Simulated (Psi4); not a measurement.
**Geometry relaxation of SnSe (part 4 of 4)**

The same run, continued: SnSe, SMILES [Se][Sn]; PBE/def2-TZVPP, RKS, core potentials def2 (Psi4 1.11). The geometry comes from this level: PBE0-D4/def2-TZVP.

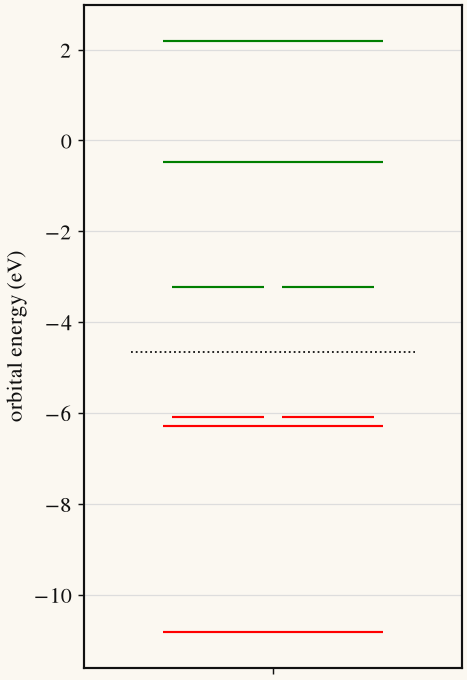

Figure 1. Orbital energies near the frontier; the dotted line parts filled from empty levels, and levels within 0.02 eV of each other stand side by side. Highest filled −6.08 eV, lowest empty −3.23 eV, 2.85 eV apart.

The run was set up as follows.

**Input file (job.in)**
```
memory 1600 mb

molecule {
  0 1
  Se     0.00000000     0.00000000     0.01233991
  Sn     0.00000000     0.00000000     4.40648227
  units bohr
  symmetry c1
}

set {
  basis def2-TZVPP
  reference rks
  puream true
  scf_type pk
  dft_radial_points 99
  dft_spherical_points 590
  g_convergence gau_tight
  geom_maxiter 50
}

energy_value = optimize("pbe")
```

Command:
```bash
psi4 -n 1 job.in job.out
```

**Results in brief**

| quantity | value |
| --- | --- |
| outcome | converged |
| total energy | −2615.555574 hartree |
| basis functions | 98 |
| HOMO | −6.08 eV |
| LUMO | −3.23 eV |
| dipole moment | 2.91 D |
| hardware | 1 thread of Intel Xeon @ 2.70GHz, 189 GiB of memory available, shared host |
| wall time | 1.7 min |
| peak memory | 0.72 GiB |
